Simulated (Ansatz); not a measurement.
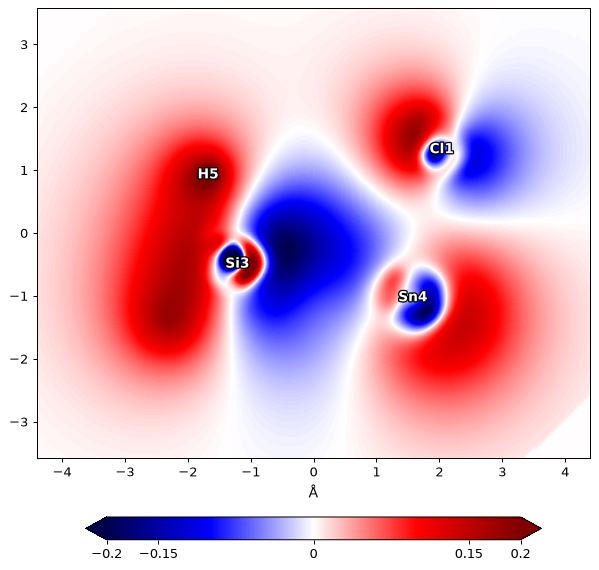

Figure 1: ClH2OSiSn (SMILES [Cl][Sn]1[O][SiH2]1) (doublet). One frontier orbital on the plane of atoms Sn4, Si3 and H5 (values in Å⁻³ᐟ²; the overall sign is arbitrary).

Geometry: PBE0-D3(BJ)/def2-SVP; core potentials replace the inner electrons of Sn.

Method: Ansatz, isolated molecule in a Gaussian basis; Kohn-Sham density functional theory, functional PBE0.

| atom | x (Å) | y (Å) | z (Å) |
| --- | --- | --- | --- |
| Cl | -1.2722 | -0.6273 | 2.6278 |
| O | -1.4801 | 0.4831 | -0.5272 |
| Si | -0.3297 | 1.5959 | -0.2085 |
| Sn | -2.6404 | 0.7641 | 1.2191 |
| H | 1.0079 | 1.1189 | 0.2379 |
| H | -0.2541 | 2.7548 | -1.1439 |

Q: Which orbital is it: HOMO (α) or LUMO (α)?

A: The HOMO (α), at −6.24 eV. By Hirshfeld shares it lies mainly on Si3 (about 45 %), Sn4 (about 25 %) and O2 (about 15 %).
